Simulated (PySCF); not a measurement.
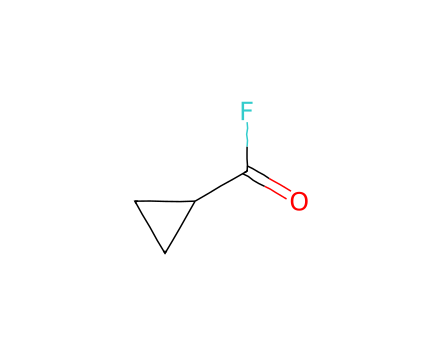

Simulated data, not a measurement (program: PySCF).

Skeletal drawing of a molecule.

### Transcribe the drawing into SMILES.

O=C(F)C1CC1

### Give the formula, hydrogens included.

C4H5FO.
